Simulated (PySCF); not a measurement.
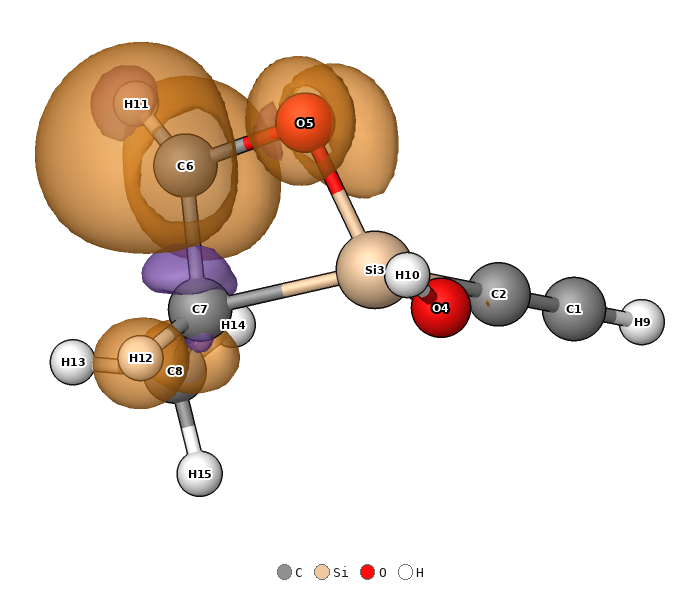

*C5H7O2Si (doublet). Isosurfaces of the spin density (α minus β) at +0.015 (orange) and −0.015 e/Å³ (purple), seen from one side.*

Geometry: GFN2-xTB.

Method: PySCF 2.14.0, density-fitted response routines, UKS B3LYP, pcH-1 on C H O Si, non-relativistic, mean-field spin-orbit, GIAO.

```xyz
15

C     3.0532   -0.3195   -0.0763
C     2.0146    0.2529    0.1139
Si    0.3698    1.0559    0.3401
O     0.5550    2.2158    1.4562
O    -0.3424    1.5783   -1.0906
C    -1.3447    0.6119   -1.1041
C    -1.1410   -0.1322    0.1764
C    -0.9206   -1.6333    0.0410
H     3.9729   -0.8054   -0.2319
H    -0.0569    2.9466    1.5088
H    -1.6141    0.2136   -2.0647
H    -1.9573    0.0439    0.8851
H    -1.8245   -2.1209   -0.3210
H    -0.1132   -1.8361   -0.6592
H    -0.6552   -2.0633    1.0045
```

> Describe the spin distribution.

The unpaired spin (1 electron) lies mostly on C6 (about 0.7) and O5 (about 0.2), in electrons by Hirshfeld's partition.
